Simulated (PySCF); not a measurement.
# One shape, several levels: C2H3Cl2F (1,1-dichloro-1-fluoroethane)

Wanted: a comparison of 3 runs (HF-D4/pc-1, HF/pc-1, PBE50/def2-mTZVPP) of C2H3Cl2F (1,1-dichloro-1-fluoroethane). 

Program for the calculation: PySCF 2.14.0.

5 further runs of the same task are left out: 3 for a faulty analytic Hessian, 2 that didn't finish.

**1. The structure to begin with**

C2H3Cl2F has 8 atoms, charge 0, and is taken as a singlet. SMILES: `CC(F)(Cl)Cl`. Geometry: relaxed at PBE0-D4/def2-TZVP.

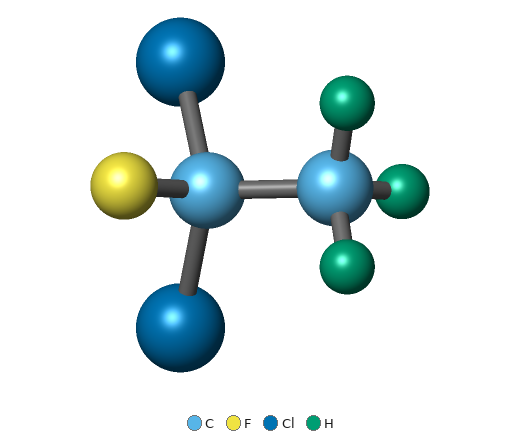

Viewed from a chosen angle; carbon blue, fluorine yellow, chlorine blue, hydrogen teal.

**2. The energy at HF-D4/pc-1 (density fitting) (run 1)**

File mol.sdf:

```

     RDKit          3D

  8  7  0  0  0  0  0  0  0  0999 V2000
   -0.1335   -0.5059    0.6463 C   0  0  0  0  0  0  0  0  0  0  0  0
    0.1994    0.3913   -0.5113 C   0  0  0  0  0  0  0  0  0  0  0  0
    1.5236    0.6432   -0.5374 F   0  0  0  0  0  0  0  0  0  0  0  0
   -0.2324   -0.3727   -2.0559 Cl  0  0  0  0  0  0  0  0  0  0  0  0
   -0.6411    1.9502   -0.3730 Cl  0  0  0  0  0  0  0  0  0  0  0  0
    0.1634   -0.0118    1.5720 H   0  0  0  0  0  0  0  0  0  0  0  0
    0.4149   -1.4420    0.5359 H   0  0  0  0  0  0  0  0  0  0  0  0
   -1.2021   -0.7093    0.6676 H   0  0  0  0  0  0  0  0  0  0  0  0
  2  1  1  0
  3  2  1  0
  4  2  1  0
  5  2  1  0
  6  1  1  0
  7  1  1  0
  8  1  1  0
M  END
$$$$
```

File input.py:

```python
# CC(F)(Cl)Cl
from pyscf import gto, scf
from rdkit import Chem

rd = Chem.MolFromMolFile('mol.sdf', removeHs=False, sanitize=False)
xyz = rd.GetConformer().GetPositions()
geom = [(a.GetSymbol(), tuple(x)) for a, x in zip(rd.GetAtoms(), xyz)]
for s, x in geom:
    print('%-2s %12.6f %12.6f %12.6f' % (s, *x))

mol = gto.M(
    atom=geom,
    basis='pc-1',
    max_memory=1860,
    verbose=3,
    charge=0,
    symmetry=True,
)

mf = scf.RHF(mol)
mf = mf.density_fit()
mf.disp = 'd4'
mf.kernel()

energy = mf.e_tot
print('E = %.10f Eh' % energy)
mf.analyze()
```

Launch:

```sh
$ OMP_NUM_THREADS=1 python input.py
```

What it wrote:

```text
C     -0.133500    -0.505900     0.646300
C      0.199400     0.391300    -0.511300
F      1.523600     0.643200    -0.537400
[... 4 lines of this table left out ...]
H     -1.202100    -0.709300     0.667600

WARN: Even tempered Gaussians are generated as DF auxbasis for  C Cl H F

[... 7 lines left out ...]
MO #5   energy= -11.257714967185   occ= 2
[... 10 lines left out ...]
MO #16  energy= -1.11857410816767  occ= 2
[... 10 lines left out ...]
MO #27  energy= -0.477035595589378 occ= 2
[... 10 lines left out ...]
MO #38  energy= 0.550147392215736  occ= 0
[... 10 lines left out ...]
MO #49  energy= 0.842182131152773  occ= 0
[... 10 lines left out ...]
MO #60  energy= 1.1399630598355    occ= 0
[... 10 lines left out ...]
MO #71  energy= 1.93761039532752   occ= 0
[... 10 lines left out ...]
MO #82  energy= 2.75321948648926   occ= 0
[... 10 lines left out ...]
MO #93  energy= 3.67950657544446   occ= 0
[... 9 lines left out ...]
Dipole moment(X, Y, Z, Debye): -0.77137, -1.42650,  1.78200
```

It took 3.6 s on 1 thread of Intel Xeon at 2.50GHz (Skylake/Cascade Lake), shared host; peak memory 0.2 GiB.

**3. The energy at HF/pc-1 (density fitting) (run 2)**

mol.sdf is that of step 2.

File input.py:

```python
from pyscf import gto
from rdkit import Chem

rd = Chem.MolFromMolFile('mol.sdf', removeHs=False, sanitize=False)
xyz = rd.GetConformer().GetPositions()
geom = [(a.GetSymbol(), tuple(x)) for a, x in zip(rd.GetAtoms(), xyz)]
for s, x in geom:
    print('%-2s %12.6f %12.6f %12.6f' % (s, *x))

molecule = gto.Mole()
molecule.atom = geom
molecule.verbose = 3
molecule.symmetry = True
molecule.max_memory = 1860
molecule.basis = 'pc-1'
molecule.build()

mf = molecule.RHF()
mf = mf.density_fit()
mf.kernel()

e_tot = mf.e_tot
print('E(%s) = %.9f' % ('HF', e_tot))
dip = mf.dip_moment()
pop, q = mf.mulliken_pop()
```

Launch:

```sh
$ OMP_NUM_THREADS=1 python input.py
```

What it wrote:

```text
C     -0.133500    -0.505900     0.646300
C      0.199400     0.391300    -0.511300
F      1.523600     0.643200    -0.537400
[... 4 lines of this table left out ...]
H     -1.202100    -0.709300     0.667600

WARN: Even tempered Gaussians are generated as DF auxbasis for  Cl C H F

converged SCF energy = -1095.82851696257
[... 1 line left out ...]
Dipole moment(X, Y, Z, Debye): -0.77137, -1.42650,  1.78200
[... 102 lines left out ...]
charge of    7H =      0.13499
```

It took 3.3 s on 1 thread of Intel Xeon at 2.50GHz (Skylake/Cascade Lake), shared host; peak memory 0.21 GiB.

**4. A stability test at PBE50/def2-mTZVPP (sfX2C, density fitting with def2-universal-jkfit) (run 3)**

mol.sdf is that of step 3.

File job.py:

```python
from pyscf import gto, dft
from rdkit import Chem

rd = Chem.MolFromMolFile('mol.sdf', removeHs=False, sanitize=False)
xyz = rd.GetConformer().GetPositions()
geom = [(a.GetSymbol(), tuple(x)) for a, x in zip(rd.GetAtoms(), xyz)]
for s, x in geom:
    print('%-2s %12.6f %12.6f %12.6f' % (s, *x))

molecule = gto.Mole()
molecule.atom = geom
molecule.symmetry = True
molecule.max_memory = 1860
molecule.verbose = 3
molecule.basis = 'def2-mtzvpp'
molecule.spin = 0
molecule.build()

ks = dft.RKS(molecule)
ks.xc = 'pbe50'
ks = ks.x2c()
ks = ks.density_fit(auxbasis='def2-universal-jkfit')
ks.kernel()

e_final = ks.e_tot
print('E = %.10f Eh' % e_final)
mo_i, mo_e, stable_i, stable_e = ks.stability(internal=True, external=True, return_status=True)
print('stable: internal', stable_i, 'external', stable_e)
```

Launch:

```sh
$ OMP_NUM_THREADS=1 python job.py
```

What it wrote:

```text
C     -0.133500    -0.505900     0.646300
C      0.199400     0.391300    -0.511300
F      1.523600     0.643200    -0.537400
Cl    -0.232400    -0.372700    -2.055900
Cl    -0.641100     1.950200    -0.373000
H      0.163400    -0.011800     1.572000
H      0.414900    -1.442000     0.535900
H     -1.202100    -0.709300     0.667600
converged SCF energy = -1100.55819068461
E = -1100.5581906846 Eh
<class 'pyscf.df.df_jk.DFsfX2C1eRKS'> wavefunction is stable in the internal stability analysis
<class 'pyscf.df.df_jk.DFsfX2C1eRKS'> wavefunction is stable in the real -> complex stability analysis
<class 'pyscf.df.df_jk.DFsfX2C1eRKS'> wavefunction is stable in the RHF/RKS -> UHF/UKS stability analysis
stable: internal True external True
```

It took 4.5 min on 1 thread of Intel Xeon at 2.50GHz (Skylake/Cascade Lake), shared host; peak memory 0.7 GiB.

**5. The series**

| run | level | task | integral approximation | energy (Eh) | dipole moment (D) | HOMO energy (eV) | LUMO energy (eV) | wall time |
| --- | --- | --- | --- | --- | --- | --- | --- | --- |
| 1 | HF-D4/pc-1 (density fitting) | energy | auto | -1095.855041 | 2.41 | -12.41 | 4.02 | 3.6 s |
| 2 | HF/pc-1 (density fitting) | energy | auto | -1095.828517 | 2.41 | -12.41 | 4.02 | 3.3 s |
| 3 | PBE50/def2-mTZVPP (sfX2C, density fitting with def2-universal-jkfit) | stability | def2-universal-jkfit | -1100.558191 | 2.10 | -10.32 | 0.98 | 4.5 min |

**6. Summary of results**

```
            quantity           value
 run 3: total energy  -1100.55819 Eh
run 3: dipole moment          2.10 D
  run 3: HOMO energy       -10.32 eV
  run 3: LUMO energy         0.98 eV
run 3: HOMO–LUMO gap        11.30 eV
```

In words: The dipole moment (its size) runs from 2.10 D (PBE50/def2-mTZVPP) to 2.41 D (HF-D4/pc-1). The two ends differ in method and basis and Hamiltonian. The HOMO–LUMO gap runs from 11.30 eV (PBE50/def2-mTZVPP) to 16.43 eV (HF-D4/pc-1). Some runs of one species differ in core potentials or relativity; totals across that change don't compare. All runs together took 4.6 min, the longest 4.5 min.
